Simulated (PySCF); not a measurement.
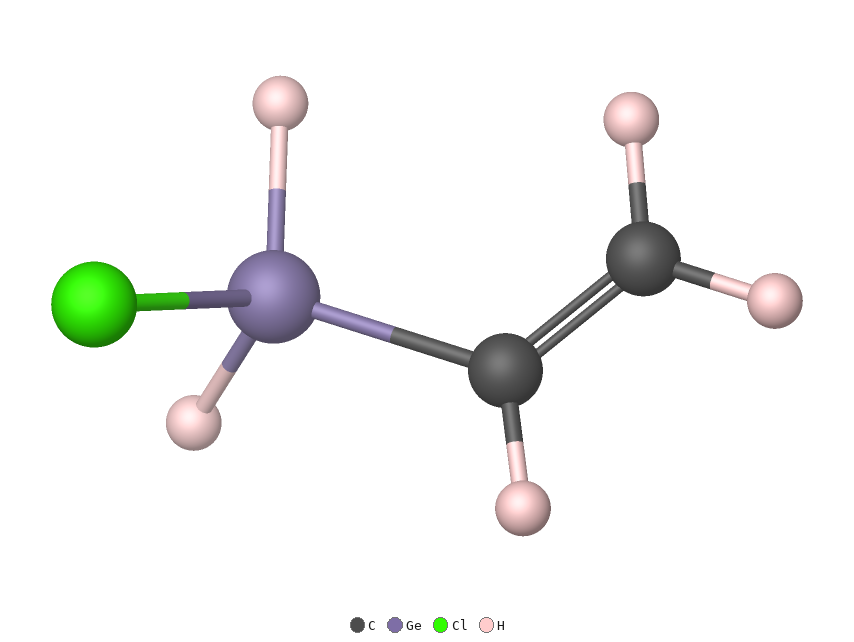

Computed geometry: PBE0-D3(BJ)/def2-SVP optimisation. No frequency run is at hand to confirm it as a minimum.

Draw it as a skeletal formula.

SMILES: C=[CH][GeH2][Cl]

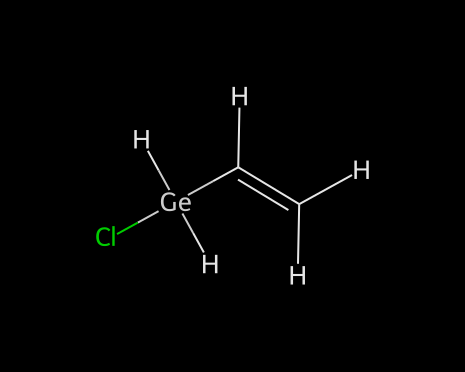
